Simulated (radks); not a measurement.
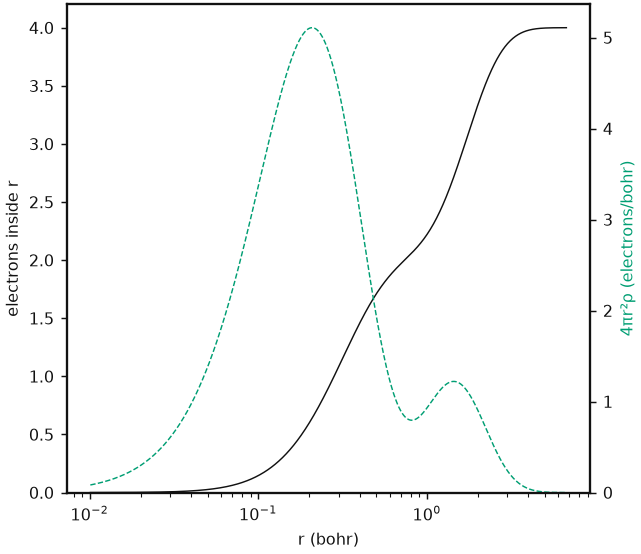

System: the boron ion B⁺, configuration [He] 2s2. All numbers are computed, not measured: non-relativistic Kohn-Sham, PBEsol, spin-polarised, spherical densities, point nucleus (the in-house radial solver radks).

The plot shows the number of electrons inside radius r (solid) and the radial density 4πr²ρ (dashed).

### Describe it and give its main numbers.

The count levels off at 4 electrons. Half of them lie within 0.736 bohr, 90 % within 2.35 bohr and 99 % within 3.69 bohr. The radial density has a minimum at 0.813 bohr, where the count stands at 2.1; this parts the shells that the density resolves.
